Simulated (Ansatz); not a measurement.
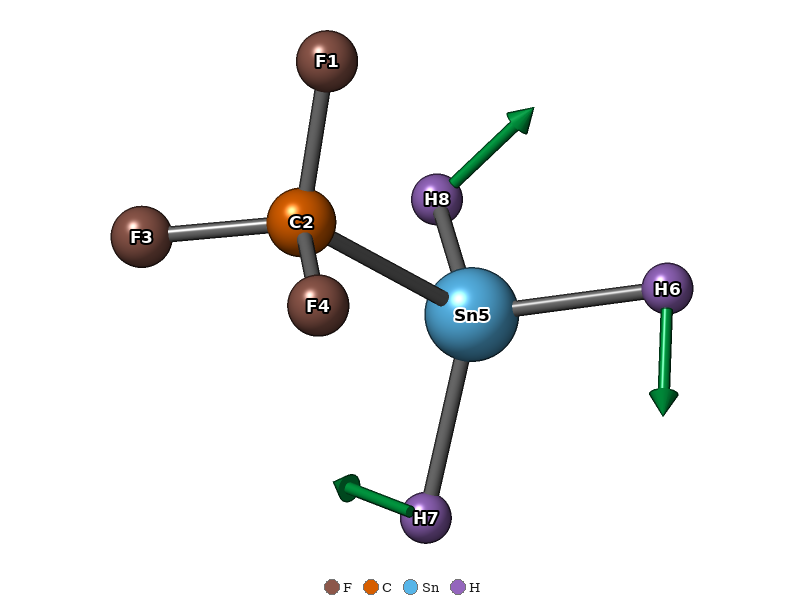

The arrows show one normal mode. Harmonic vibrations computed with RKS PBE0-D4/def2-TZVP, core potentials on Sn (Ansatz 0.2.0) at a stationary point of the same level.

**What kind of motion is it?**

A torsion or out-of-plane motion in which bond lengths and bond angles hardly change.

**At what wavenumber does it lie?**

61 cm⁻¹; it is mode 1 of 18 counted from the lowest.
